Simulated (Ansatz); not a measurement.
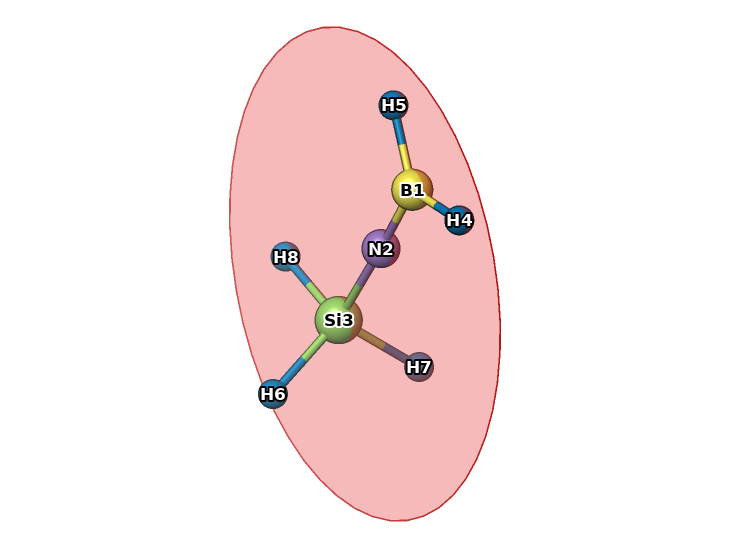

A disc through the centre of mass is drawn in. Distant atoms are faded towards the background colour. Charge 0, doublet. Computed geometry: PBE0-D4/def2-TZVP optimisation. No frequency run is at hand to confirm it as a minimum.

**Is the plane of the disc a mirror plane of the structure?**

Yes. The reflection leaves B1, N2, Si3, H4, H5, H8 in place and moves H6 ↔ H7. The point group is Cs.
